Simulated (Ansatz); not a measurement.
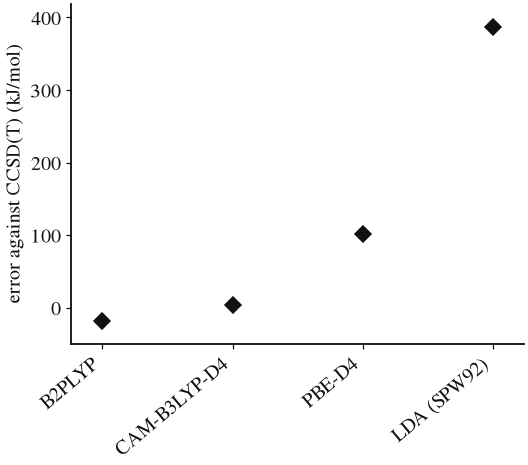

Error in the electronic atomisation energy (method less reference, so positive means overbinding) of CH₂ClNSi, SMILES ClC1=N[SiH2]1: functionals in def2-TZVPP against frozen-core CCSD(T) at the limit (MP2 extrapolated from triple and quadruple zeta, plus CCSD(T) less MP2 in a smaller set), which gives 2022.3 kJ/mol, at a PBE0-D4/def2-TZVP geometry (a minimum by its frequencies), no zero-point or spin-orbit term, the Ansatz code 0.2.0. The reference leaves out core correlation, a term that grows with the number of heavy atoms. B2PLYP holds a correlation term that converges slowly with the basis, so part of the distance to the limit is basis error. No dispersion term is added to B2PLYP.

Which of these levels overbind, and which underbind?

Overbind: PBE-D4 and LDA (SPW92). Underbind: none clearly. Within 20 kJ/mol of zero, too close to call in view of what the reference leaves out: B2PLYP and CAM-B3LYP-D4.

Give the values.

| level | kJ/mol |
| --- | --- |
| B2PLYP | −17.9 |
| CAM-B3LYP-D4 | 3.5 |
| PBE-D4 | 101.1 |
| LDA (SPW92) | 386.8 |
